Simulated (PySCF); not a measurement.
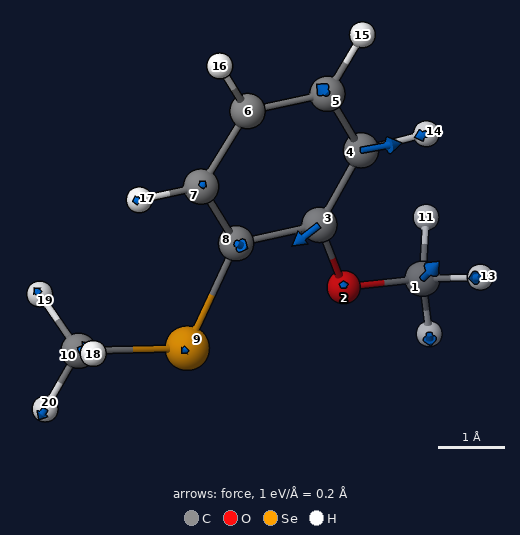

Starting geometry of C₈H₁₀OSe with the computed forces as blue arrows. The picture is a ball-and-stick view, seen at a tilt.

The start comes from GFN2-xTB. Its atoms were then displaced at random by about 0.01 Å.

All numbers below come from PBE0-D3(BJ)/def2-SVP geometry optimisation, gas phase in PySCF. 

### What follows when this structure is relaxed?

It isn't relaxed: the largest force vector, on a C atom, is 3.59 eV/Å. The final displacements have little in common with the starting forces (cosine between the two patterns 0.23). The energy falls by 6.14 kcal/mol in 6 geometry steps. An H atom moves most after the best rigid fit: 0.14 Å. By element the largest moves are H 0.14 Å, C 0.10 Å, Se 0.10 Å, O 0.06 Å. Among the contacts that change: O–Se 2.703 → 2.850 Å, C–H 1.152 → 1.104 Å, C–C 1.354 → 1.394 Å, C–H 1.129 → 1.090 Å. Among the angles between lasting bonds that change: O–C–C 129.5° → 124.6°, C–C–Se 111.9° → 115.6°, O–C–C 112.4° → 115.1°. Cost: 5.1 min on 1 thread of Arm Neoverse N1, on a shared host.
